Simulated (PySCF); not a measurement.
NaBr (charge −1, doublet)

```yaml
atoms:
  - { symbol: Na, position_ang: [0.0000, 0.0000, -2.0878] }
  - { symbol: Br, position_ang: [0.0000, 0.0000, 0.6082] }
```

The calculation used PBE0/aug-cc-pVDZ(-PP), non-relativistic Hamiltonian with scalar-relativistic core potentials where named, at a bond length of 2.696 Å (PySCF).

What can the converged electron density, electron localisation function and spin density tell about the bonding?

Answer. Na–Br (2.70 Å): the density is about 0.22 e/Å³ at the midpoint; the ELF peaks at about 0.80 in the valence shell of Br, 1.0 Å from its nucleus, and falls to about 0 next to Na; an ionic contact with no shared pair.
The unpaired spin (1 electron) lies mostly on Na1 (about 1.0), in electrons by Hirshfeld's partition.

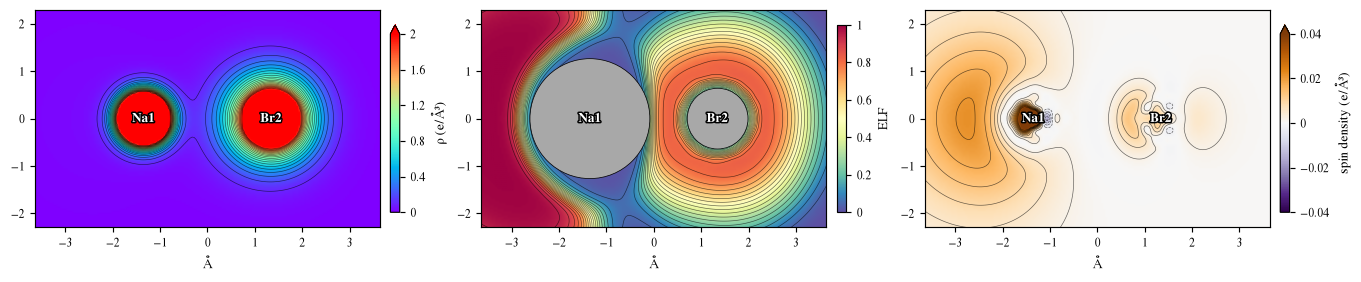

Computed electron density, electron localisation function and spin density on a plane that holds the molecular axis, in this order. Grey discs cover the atomic cores in the ELF map. 
